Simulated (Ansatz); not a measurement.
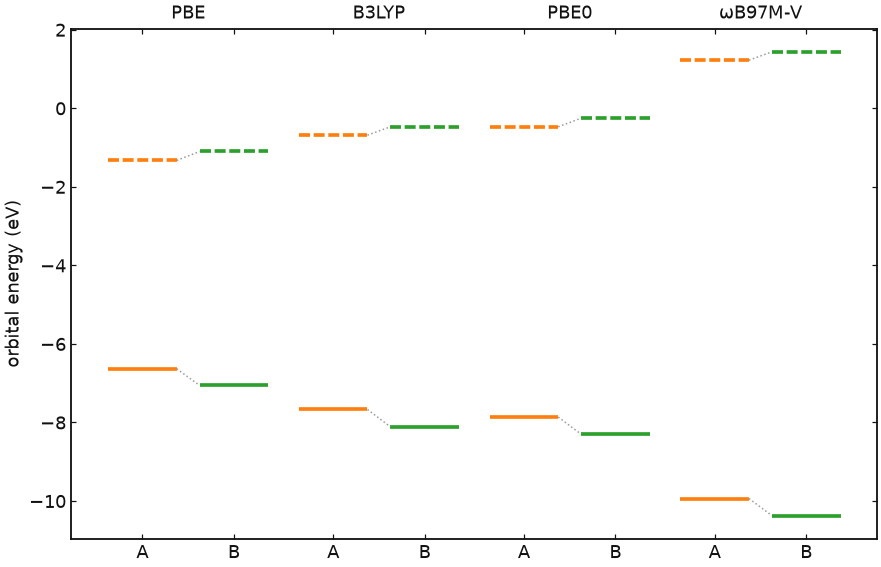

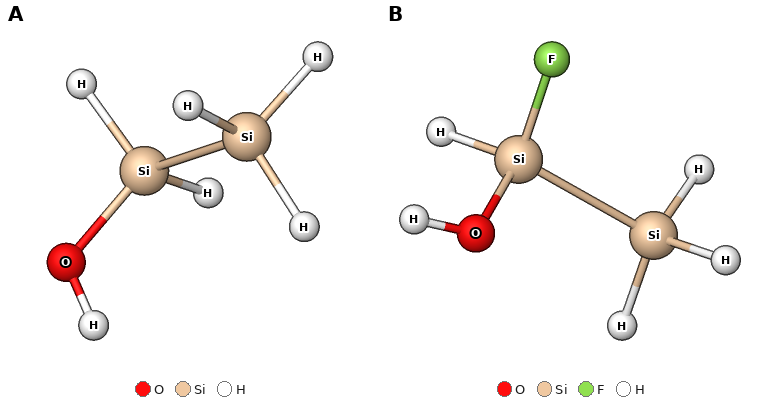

One change: A, Si₂H₆O (SMILES O[SiH2][SiH3]), becomes B, Si₂H₅OF (SMILES O[Si@@H](F)[SiH3]). H on Si is replaced by F. HOMO (solid) and LUMO (dashed) computed in def2-TZVPP at PBE0-D4/def2-TZVP geometries, both minima by their frequencies, gas phase, the Ansatz code. Empty levels above zero depend strongly on the basis.

**What does the change do to HOMO and LUMO?**

PBE: the HOMO falls by 0.42 eV, the LUMO rises by 0.23 eV, and the separation goes from 5.30 to 5.96 eV. B3LYP: the HOMO falls by 0.44 eV, the LUMO rises by 0.21 eV, and the separation goes from 6.98 to 7.64 eV. PBE0: the HOMO falls by 0.44 eV, the LUMO rises by 0.22 eV, and the separation goes from 7.39 to 8.05 eV. ωB97M-V: the HOMO falls by 0.43 eV, the LUMO rises by 0.21 eV, and the separation goes from 11.16 to 11.81 eV.

**Do the functionals agree on the effect?**

They agree on the direction for both levels; the HOMO shift lies between −0.44 and −0.42 eV and the LUMO shift between 0.21 and 0.23 eV, while the separations themselves differ by up to 5.9 eV between functionals.
